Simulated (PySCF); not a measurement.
SMILES O=C[SiH2][SiH2]O at its GFN2-xTB optimised geometry (Å):

```
11

O      2.1083    -0.0690     0.1378
C      1.4615    -1.0838     0.0000
Si    -0.4677    -1.0838     0.0000
Si    -1.0765     1.1486     0.0000
O      0.2001     2.0412     0.4406
H      2.0086    -2.0412    -0.1305
H     -0.7726    -1.9172     1.1708
H     -0.7944    -1.9101    -1.1687
H     -2.1083     1.4773     0.9836
H     -1.5187     1.5791    -1.3336
H      1.0911     1.6869     0.3731
```

Calculation: B3LYP/def2-TZVP in PySCF.

Map of the electrostatic potential (hartree/e), clipped to [-0.08, 0.12] on the plane z = 1.5 Å:

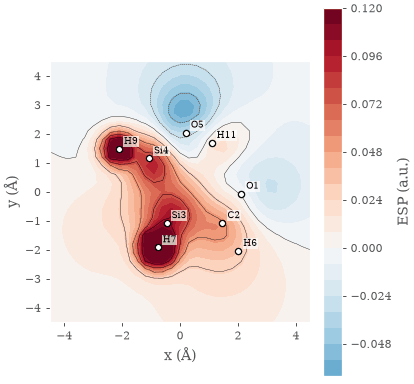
Fig. 1. Electrostatic potential (hartree/e), clipped to [-0.08, 0.12] on the plane z = 1.5 Å.
